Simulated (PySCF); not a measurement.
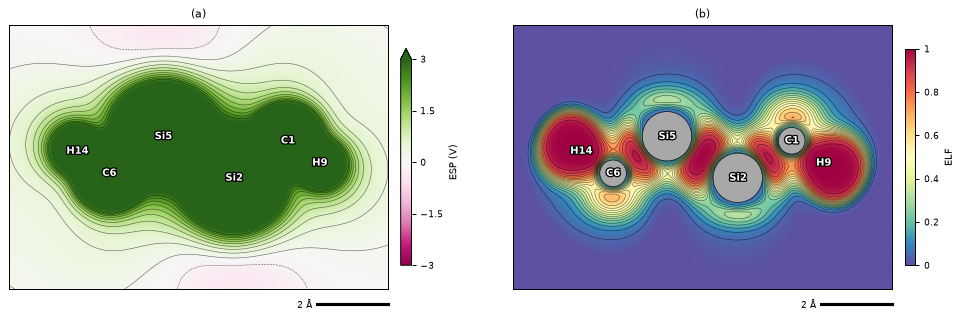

*C₂H₆Cl₄Si₂. (a) electrostatic potential; (b) electron localisation function on the plane of atoms Si5, C6 and H14. Grey discs cover the atomic cores in the ELF map.*

Geometry: PBE0-D3(BJ)/def2-SVP.

Method: PySCF, PBE0/pcSseg-1, SCF density, in a chloroform solvent model, non-relativistic.

```xyz
14

C    -2.4890    0.5993   -0.2505
Si   -1.0400   -0.5164    0.0550
Cl   -1.0215   -2.0405   -1.3506
Cl   -1.1761   -1.3696    1.9410
Si    1.0400    0.5166   -0.0581
C     2.4888   -0.5996    0.2471
Cl    1.1762    1.3705   -1.9437
Cl    1.0218    2.0401    1.3483
H    -3.4323    0.0363   -0.1896
H    -2.5007    1.4058    0.4983
H    -2.4008    1.0457   -1.2530
H     2.4020   -1.0436    1.2506
H     2.4986   -1.4076   -0.5001
H     3.4324   -0.0374    0.1832
```

Q: Read the bonding off the picture.

A: The plane passes through C, Si and H nuclei. C–Si (1.85 Å): the ELF peaks at about 0.95 between the atoms, as expected for a covalent bond. Si–Si (2.33 Å): the ELF peaks at about 1 between the atoms, as expected for localised, covalent bonding. C–H (1.10 Å): the ELF climbs to about 1 towards the hydrogen, as it does in any bond to H; an ordinary covalent bond to hydrogen. Outside the dense part of the molecule the potential is most negative (−0.4 V) near Cl8, which lies off the plane.
